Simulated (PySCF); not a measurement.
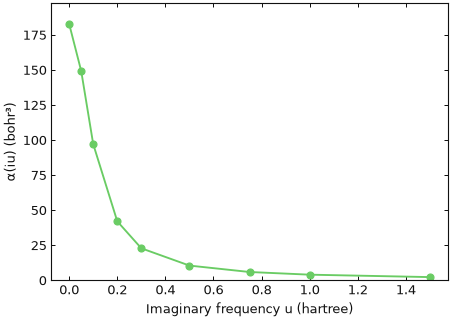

Dipole polarisability at imaginary frequency of neutral calcium ([Ar] 4s²). Coupled response at the HF level; PySCF, aug-cc-pwCVQZ-X2C, spin-free X2C-1e, unrestricted single determinants, no spin-orbit coupling.

Q: Give the static polarisability, its fall-off and C₆.

A: The static dipole polarisability is 183 bohr³ (the recommended value is 161); α(iu) falls to half of it near u = 0.11 hartree. The Casimir–Polder integral gives C₆ = 2720 hartree bohr⁶ for two such species.
